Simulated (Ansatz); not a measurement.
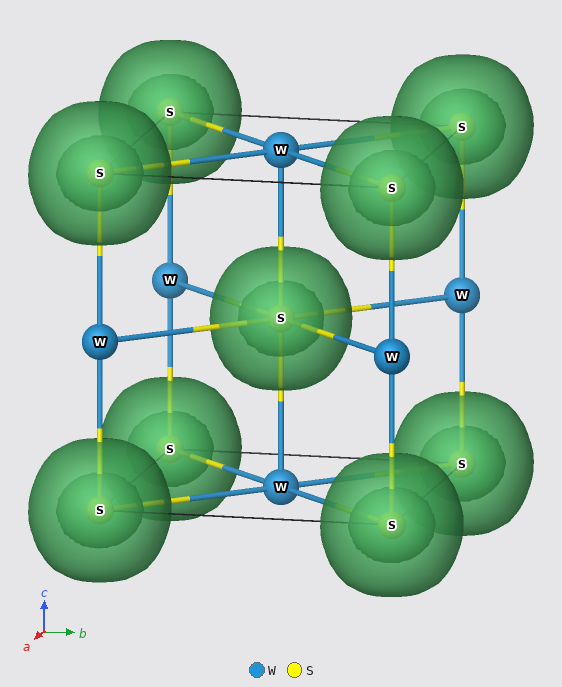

Figure 1: WS. Isosurface of the ELF at 0.75 (green), seen slightly off an axis. Only the valence region is drawn (cores and ρ < 0.01 e/Å³ removed). Sticks mark near contacts.

Space group I4/mmm; a generated structure, not necessarily the stable one; computed pressure about −24 GPa in this cell.

Method: Kohn-Sham DFT of a periodic cell, PBE, Ansatz PAW (Ansatz).

```
W S
1.0
     4.31293    0.00000    0.00000
     0.00000    4.31293    0.00000
     0.00000    0.00000    4.94945
W S
2 2
Direct
  0.00000 0.00000 0.50000
  0.50000 0.50000 0.00000
  0.00000 0.00000 0.00000
  0.50000 0.50000 0.50000
```

> Where are the electrons localised?

The surface consists of two regions wrapped around S (the valence shell of each), counted in one cell of 4 atoms. Any copies at cell faces, edges or corners count once. Along the contacts the grid gives the following. W–S (2.47 Å): the ELF peaks at about 0.85 in the valence shell of S, 0.8 Å from its nucleus, and is about 0.35 at the midpoint.
